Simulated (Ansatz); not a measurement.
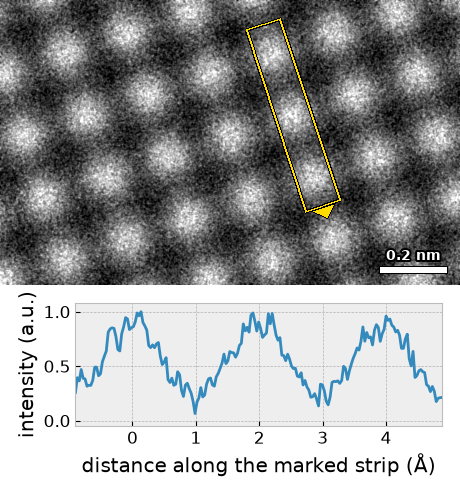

iDPC-like image of Al (Fm-3m, No. 225) along [001]. Simulated as the projected potential of neutral atoms (B = 0.3 Å²) blurred by a 1.06 Å probe, the thin-sample limit of integrated differential phase contrast. Shot noise was added. Atomic positions: a calculation's starting geometry.

```cif
data_structure
_symmetry_space_group_name_H-M 'Fm-3m'
_symmetry_Int_Tables_number 225
_cell_length_a 3.9848
_cell_length_b 3.9848
_cell_length_c 3.9848
_cell_angle_alpha 90.000
_cell_angle_beta 90.000
_cell_angle_gamma 90.000
_cell_volume 63.27
loop_
_atom_site_label
_atom_site_type_symbol
_atom_site_symmetry_multiplicity
_atom_site_Wyckoff_symbol
_atom_site_fract_x
_atom_site_fract_y
_atom_site_fract_z
_atom_site_occupancy
Al1 Al 4 a 0.00000 0.00000 0.00000 1
```

The curve is the intensity along the marked strip, in the direction of its arrowhead, with zero distance at the first column. Brightness is counted from the darkest point of the image.

List the columns that the line crosses, with their positions.

Answer.
```tsv
position (Å)	atoms per repeat along the beam	height (% of the highest)
0.0	1 Al	100
2.0	1 Al	100
4.0	1 Al	100
```
